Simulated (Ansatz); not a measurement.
**Response to strain in Ru**

Take Ru in the hcp (Mg type) structure (space group P6_3/mmc, No. 194; a = 2.704 Å, c = 4.263 Å; relaxed with 0.1 eV smearing) as the base. Axes: x lies along a and z along c of the hexagonal cell.

Strains are applied to the cell and any free atomic positions relax.

Computed with plane-wave PAW DFT at the r2SCAN level (Ansatz, a first-principles code, 500 eV), no spin-orbit coupling.

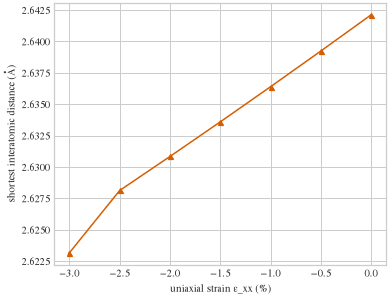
Figure: Shortest interatomic distance against uniaxial strain ε_xx

Q: From the plot, what is the shortest interatomic distance for uniaxial strain ε_xx = −0.50 %?

A: About 2.639 Å.

Q: Is the trend monotonic over the range shown?

A: Yes, it rises throughout, spanning 2.623 Å to 2.642 Å.

Stability against distortions was not tested. The final runs are not spin-polarised.
